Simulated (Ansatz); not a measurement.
Consider W₂B (space group P4/nmm, No. 129; a = 3.462 Å, c = 6.362 Å; a hypothetical phase, not in the database extracts checked). Axes: x, y, z lie along a, b, c of the conventional cell.

Structures relaxed with PBE-D3(BJ) (Ansatz, a program for electronic structure), without spin-orbit coupling.

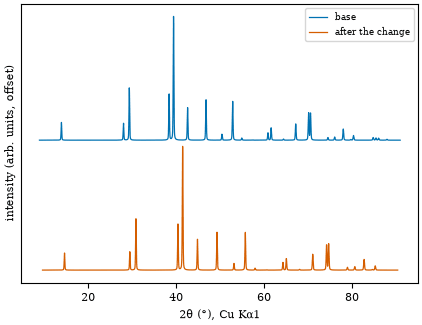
Simulated powder patterns before (top) and after one change

Question: Which change produced these results?
A. isotropic strain −4.78 %
B. uniaxial strain ε_xx = −4.45 %
C. biaxial strain +1.77 %, plane normal [001], relaxed out of plane
D. tensor shear ε_xy = +0.64 %

Answer: A, isotropic strain −4.78 %. Its volume per atom is 10.97 Å³ against 12.71 Å³, and its space group is P4/nmm (No. 129).

Stability against distortions was not tested. The final runs are not spin-polarised. The D3 term's C6 switches between coordination references near this geometry, which can add small steps to energies.
